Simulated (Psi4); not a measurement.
# SiH4 (silane) at wB97X-V/cc-pVTZ

Aim: the energy change on altering one bond length of SiH4 (silane) at wB97X-V/cc-pVTZ, from 2 runs. 

The results are computed with Psi4 1.11.

3 further runs of the same task are left out: 3 that didn't finish.

**1. The system as given**

The species is SiH4 (5 atoms), meant as a singlet with charge 0. SMILES: `[SiH4]`. The shape is that of a PBE0-D4/def2-TZVP optimisation.

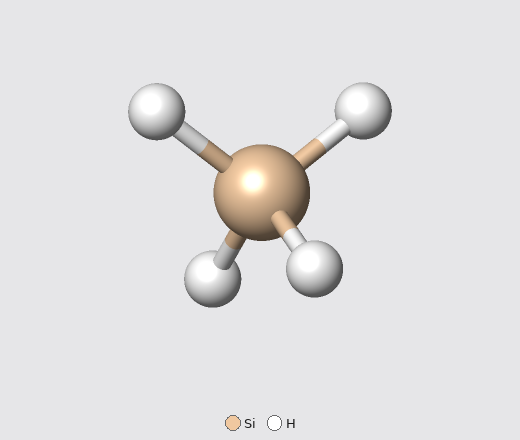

The structure, seen from a chosen angle (silicon light orange, hydrogen white).

**2. The energy at wB97X-V/cc-pVTZ**

File run.py:

```python
import psi4

psi4.set_memory('1600 MB')
psi4.set_num_threads(1)
psi4.core.set_output_file('output.dat', False)

geom = psi4.geometry("""
Si     0.000000     0.000000    -0.000100
H      0.967600    -0.688400     0.890900
H     -1.331000     0.044900     0.656000
H     -0.105100    -0.740300    -1.282600
H      0.468500     1.383800    -0.264200
symmetry c1
no_reorient
no_com
""")

psi4.set_options({
    'basis': 'cc-pVTZ',
    'puream': True,
    'e_convergence': 1e-09,
    'd_convergence': 1e-08,
    'scf_type': 'pk',
    'dft_radial_points': 99,
    'dft_spherical_points': 590,
})

e, wfn = psi4.energy('wb97x-v', return_wfn=True)
print('E =', round(e, 9))
for k, v in sorted(psi4.core.scalar_variables().items()):
    print(f'{k:45s} {v:18.10f}')
```

Launch:

```sh
python run.py
```

output.dat:

```text
[...]
  Running in c1 symmetry.
[...]
  Nuclear repulsion =   21.270588269772578
[...]
  Multiplicity = 1
[...]
  Nalpha       = 9
  Nbeta        = 9
[...]
    Number of basis functions: 90
[...]
   @RKS iter   1:  -291.82371109930784   -4.55505e-01   2.18640e-03 DIIS/ADIIS
[...]
   @RKS iter   8:  -291.84177140292581   -4.88853e-12   2.18282e-09 DIIS
[...]
    Orbital Energies [Eh]
    ---------------------
    Doubly Occupied:
       1A    -66.148423     2A     -5.388239     3A     -3.737965
       4A     -3.737964     5A     -3.737964     6A     -0.671828
       7A     -0.454436     8A     -0.454417     9A     -0.454400
[...]
  @RKS Final Energy:  -291.84177140292581
   => Energetics <=
    Nuclear Repulsion Energy =             21.2705882697725777
    One-Electron Energy =                -445.5829809898355052
    Two-Electron Energy =                 148.7986828629198897
    DFT Exchange-Correlation Energy =     -16.4035637215055274
    Empirical Dispersion Energy =           0.0000000000000000
    VV10 Nonlocal Energy =                  0.0755021757227137
    Total Energy =                       -291.8417714029258150
[...]
 Multipole Moments:
 ------------------------------------------------------------------------------------
     Multipole            Electronic (a.u.)      Nuclear  (a.u.)        Total (a.u.)
 ------------------------------------------------------------------------------------
 L = 1.  Multiply by 2.5417464519 to convert [e a0] to [Debye]
 Dipole X            :         -0.0000056            0.0000000           -0.0000056
 Dipole Y            :         -0.0000059            0.0000000           -0.0000059
 Dipole Z            :          0.0022505           -0.0024566           -0.0002062
 Magnitude           :                                                    0.0002063
[...]
```

On the terminal:

```text
E = -291.841771403
CURRENT ENERGY                                   -291.8417714029
CURRENT REFERENCE ENERGY                         -291.8417714029
DD SOLVATION ENERGY                                 0.0000000000
DFT FUNCTIONAL TOTAL ENERGY                      -291.8417714029
DFT TOTAL ENERGY                                 -291.8417714029
DFT VV10 ENERGY                                     0.0755021757
DFT XC ENERGY                                     -16.4035637215
GRID ELECTRONS ALPHA                                9.0000000052
GRID ELECTRONS BETA                                 9.0000000052
GRID ELECTRONS TOTAL                               18.0000000103
NUCLEAR REPULSION ENERGY                           21.2705882698
ONE-ELECTRON ENERGY                              -445.5829809898
PCM POLARIZATION ENERGY                             0.0000000000
PE ENERGY                                           0.0000000000
SCF ITERATION ENERGY                             -291.8417714029
SCF ITERATIONS                                      8.0000000000
SCF TOTAL ENERGY                                 -291.8417714029
TWO-ELECTRON ENERGY                               148.7986828629
XC GRID RADIAL POINTS                              99.0000000000
XC GRID SPHERICAL POINTS                          590.0000000000
XC GRID TOTAL POINTS                           280346.0000000000
```

Run time: 58 s. Hardware: 1 thread of Intel Xeon Platinum 8223CL at 3.00GHz (Skylake/Cascade Lake), shared host; peak memory 0.95 GiB.

**3. The distorted shape, same level**

File h4si.inp:

```
memory 1600 MB

molecule {
  Si    -0.374786    -1.106999     0.211172
  H      0.592814    -1.795399     1.102172
  H     -1.705786    -1.062099     0.867272
  H     -0.479886    -1.847299    -1.071328
  H      0.468500     1.383800    -0.264200
  units angstrom
  symmetry c1
  no_reorient
  no_com
}

set {
  basis cc-pVTZ
  reference rks
  puream true
  e_convergence 1e-09
  d_convergence 1e-08
  scf_type pk
  dft_radial_points 99
  dft_spherical_points 590
}

energy("wb97x-v")
```

Launch:

```sh
psi4 -i h4si.inp -o h4si.out -n 1
```

h4si.out:

```text
[...]
  Running in c1 symmetry.
[...]
  Nuclear repulsion =   18.856460804808737
[...]
  Multiplicity = 1
[...]
  Nalpha       = 9
  Nbeta        = 9
[...]
    Number of basis functions: 90
[...]
   @RKS iter   1:  -291.68188718664271   -5.41797e-01   2.25336e-03 ADIIS/DIIS
[...]
   @RKS iter   9:  -291.71270278128020   -7.16227e-12   4.31158e-09 DIIS
[...]
    Orbital Energies [Eh]
    ---------------------
    Doubly Occupied:
       1A    -66.209464     2A     -5.442526     3A     -3.795192
       4A     -3.791025     5A     -3.791024     6A     -0.677049
       7A     -0.478955     8A     -0.478920     9A     -0.345551
[...]
  @RKS Final Energy:  -291.71270278128020
   => Energetics <=
    Nuclear Repulsion Energy =             18.8564608048087372
    One-Electron Energy =                -440.1184101625308358
    Two-Electron Energy =                 145.7629502508009693
    DFT Exchange-Correlation Energy =     -16.2893537019189623
    Empirical Dispersion Energy =           0.0000000000000000
    VV10 Nonlocal Energy =                  0.0756500275598807
    Total Energy =                       -291.7127027812801998
[...]
 Multipole Moments:
 ------------------------------------------------------------------------------------
     Multipole            Electronic (a.u.)      Nuclear  (a.u.)        Total (a.u.)
 ------------------------------------------------------------------------------------
 L = 1.  Multiply by 2.5417464519 to convert [e a0] to [Debye]
 Dipole X            :         11.7866429          -12.0401292           -0.2534864
 Dipole Y            :         34.8139850          -35.5627238           -0.7487388
 Dipole Z            :         -6.6419885            6.7847291            0.1427405
 Magnitude           :                                                    0.8032683
[...]
```

Run time: 59 s. Hardware: 1 thread of Intel Xeon Platinum 8223CL at 3.00GHz (Skylake/Cascade Lake), shared host; peak memory 1.2 GiB.

**4. What came out**

At wB97X-V/cc-pVTZ:

| quantity | value |
| --- | --- |
| first shape: total energy | -291.84177 Eh |
| first shape: dipole moment | 0.00 D |
| first shape: HOMO energy | -12.36 eV |
| first shape: LUMO energy | 3.22 eV |
| first shape: HOMO–LUMO gap | 15.59 eV |
| distorted shape: total energy | -291.71270 Eh |
| distorted shape: dipole moment | 2.04 D |
| distorted shape: HOMO energy | -9.40 eV |
| distorted shape: LUMO energy | -0.80 eV |
| distorted shape: HOMO–LUMO gap | 8.61 eV |
| energy change with the Si1–H5 bond stretched from 1.485 to 2.672 Å | 3.512 eV |

With the Si1–H5 bond stretched from 1.485 to 2.672 Å the energy rises by 3.51 eV (81 kcal/mol). The first shape isn't relaxed at this level, so the change isn't measured from a minimum. A restricted reference can't describe the breaking bond well at this length.
